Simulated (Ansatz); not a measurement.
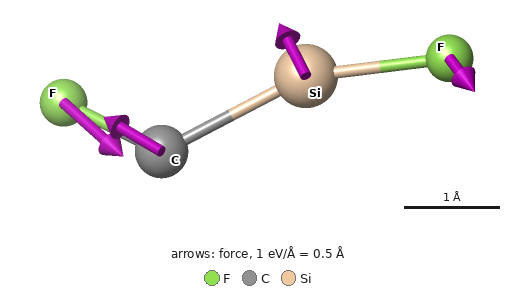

Starting geometry of SiCF2 with the computed forces as purple arrows. A ball-and-stick model, seen at a tilt.

The run prepares an end point of a later path (torsion) calculation, from a guessed geometry.

Level of theory: RKS PBE0-D4/def2-SVP (Ansatz 0.2.0). Settings: no spin polarisation; force threshold 0.015 eV/Å; at most 40 steps.

Q: What follows when this structure is relaxed?

A: It isn't relaxed: the largest force vector, on an F atom, is 2.06 eV/Å. The final displacements follow the starting forces only in part (cosine between the two patterns 0.57). Over 6 geometry steps the energy falls by 20.3 kcal/mol. The largest force component goes from 1.5 to 0.014 eV/Å. The largest move after the best rigid fit is that of the Si atom, 0.52 Å. By element the largest moves are Si 0.52 Å, F 0.48 Å, C 0.34 Å. Among the contacts that change: C–F 1.354 → 1.270 Å, F–Si 1.600 → 1.629 Å, C–Si 1.721 → 1.733 Å. Among the angles between lasting bonds that change: C–Si–F 155.9° → 112.6°, F–C–Si 122.6° → 145.6°.
